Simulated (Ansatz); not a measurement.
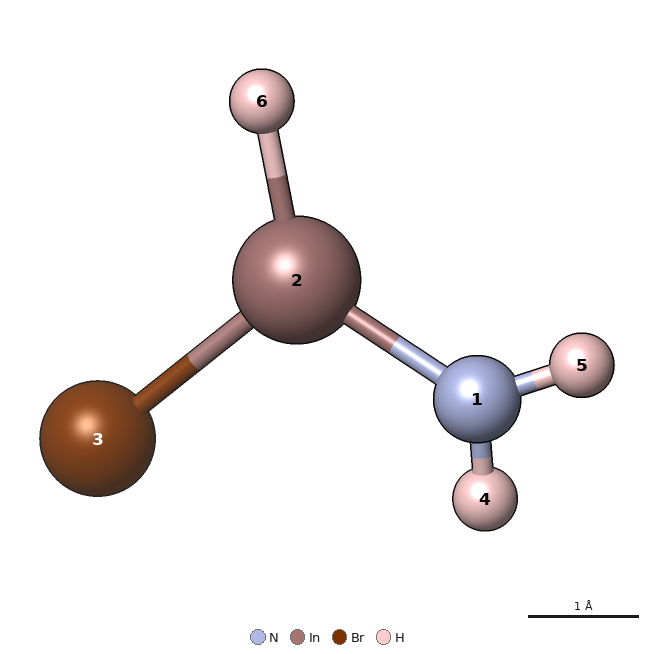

Source: calculation with Ansatz.

Atoms carry their numbers in the input. Geometry: moved along internal coordinates away from the minimum.

Q: How are the neighbours of atom 2 arranged?

A: In2 has 3 neighbours (N1 at 2.00, Br3 at 2.48, H6 at 1.70 Å); the arrangement is trigonal planar.
